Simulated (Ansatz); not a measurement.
| atom | x (Å) | y (Å) | z (Å) |
| --- | --- | --- | --- |
| N | -1.0252 | -0.9588 | -0.7789 |
| C | -0.4761 | -1.2371 | 0.3995 |
| O | 0.2059 | -0.4619 | 1.0667 |
| In | 0.7634 | 1.7400 | 0.4978 |
| H | -0.8721 | -0.0251 | -1.1736 |
| H | -0.0496 | 2.5443 | 1.7988 |
| H | -1.5762 | -1.6454 | -1.2757 |
| H | -0.6735 | -2.2614 | 0.7783 |
| H | 2.4819 | 1.5460 | 0.4082 |
| H | -0.1101 | 1.6750 | -1.0466 |

Core potentials replace the inner electrons of In.

Theory: UKS PBE0/def2-SVP in Ansatz.

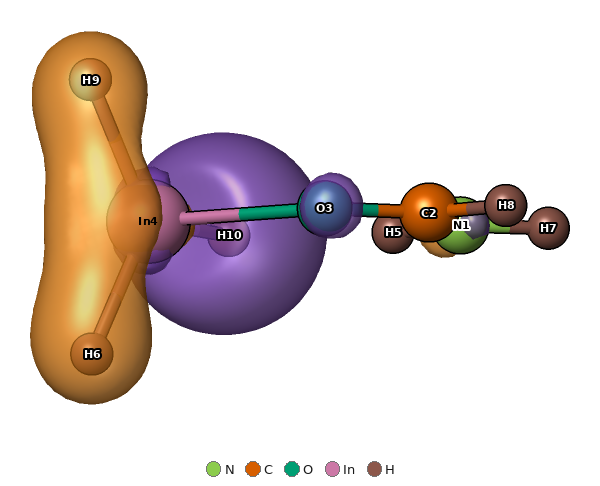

CH6InNO. The HOMO−1 at ±0.15 Å⁻³ᐟ² (orange and purple are the two phases), seen from one side.

Q: What is the character of this orbital?

A: It lies mainly on H10 (about 40 %), In4 (about 35 %), H6 (about 10 %) and H9 (about 10 %). Its energy is −7.36 eV.
